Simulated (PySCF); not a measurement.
C$_{2}$H$_{9}$BNO, charge +1, SMILES `CB(O)C[NH3+]`.

PySCF calculation, PBE0/def2-TZVP, gas phase; geometry: GFN2-xTB. No frequency check shows the geometry to be a minimum.

Geometry (Å), atoms numbered from 1:

```
C1      -2.0510   -0.5292   -0.0590
B2      -0.6050    0.0725    0.0235
O3      -0.2684    1.3655    0.0490
C4       0.7019   -0.8780    0.1088
N5       1.9270   -0.0411   -0.0880
H6      -2.1847   -1.3758    0.6088
H7      -2.2460   -0.9120   -1.0600
H8      -2.8350    0.1915    0.1576
H9      -0.9650    2.0241    0.0340
H10      0.6962   -1.6969   -0.6067
H11      0.7419   -1.3295    1.0999
H12      2.1623    0.0204   -1.0835
H13      2.7416   -0.3858    0.4286
H14      1.6652    0.9090    0.2290
```

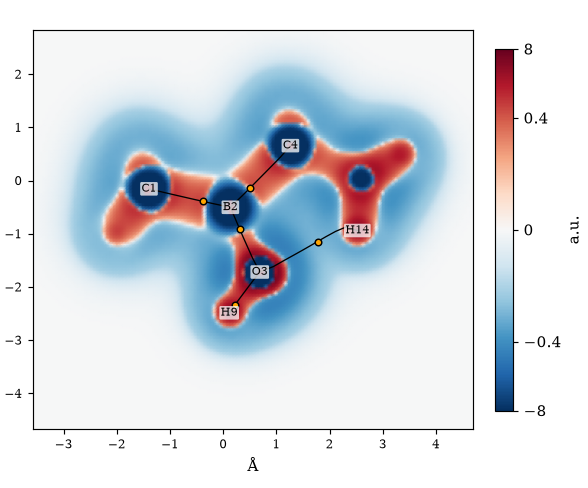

Negative Laplacian of the density (−∇²ρ) in the plane of C1, B2, O3, C4, H9 and H14 (red positive, blue negative, colour scale in a.u., logarithmic beyond ±0.04), with bond paths and bond critical points (dots).

**Sort the bonds in the plane by the sign of ∇²ρ at their critical points.**

Concentrated (∇²ρ < 0): O3–H9 (−2.55 a.u.); C1–B2 (−0.40 a.u.); B2–C4 (−0.22 a.u.). Depleted (∇²ρ > 0): B2–O3 (+1.12 a.u., H = −0.173); O3–H14 (+0.11 a.u., H = +0.003). A positive Laplacian with clearly negative H marks a strongly polar covalent bond, whose critical point lies close to the core of the less electronegative atom.

**Where along O3–H9 does the critical point lie?**

0.78 Å from O3 and 0.17 Å from H9.
